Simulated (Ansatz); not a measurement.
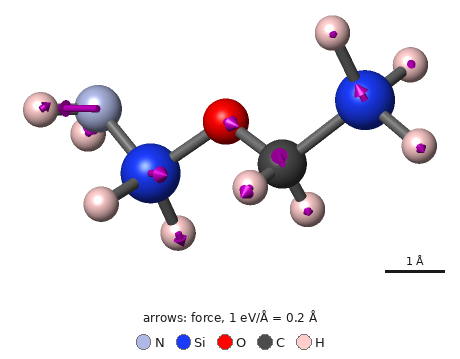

Starting geometry of CH$_{9}$NOSi$_{2}$ with the computed forces as purple arrows. A ball-and-stick model, seen at a tilt.

The run prepares an end point of a later path (inversion) calculation, from a guessed geometry.

Method: RKS r2SCAN-D4/6-31G* (Ansatz 0.2.0). Set-up: no spin polarisation; force threshold 0.015 eV/Å; at most 40 steps.

What follows when this structure is relaxed?

It isn't relaxed: the largest force vector, on the N atom, is 4.90 eV/Å. The final displacements follow the starting forces only in part (cosine between the two patterns 0.36). The atom that moves furthest after the best rigid fit is an H atom (0.57 Å). By element the largest moves are H 0.57 Å, N 0.31 Å, O 0.15 Å, Si 0.14 Å, C 0.11 Å. Near-neighbour distances that change, for instance: C–O 1.511 → 1.436 Å, H–N 1.079 → 1.013 Å, N–Si 1.651 → 1.714 Å, H–Si 1.430 → 1.491 Å. Among the angles between lasting bonds that change: Si–N–H 106.8° → 119.8°, Si–N–H 107.8° → 119.7°, H–N–H 100.2° → 110.6°. The energy falls by 76.1 kJ/mol in 10 accepted moves (12 points after the start). The largest force component goes from 3.2 to 0.0081 eV/Å. The line search rejected the trial steps at points 3, 11 of the run. The run took 22 s on 2 threads of AMD EPYC 9R45 96-Core Processor (Zen 5) (shared host), peak memory 0.2 GiB.
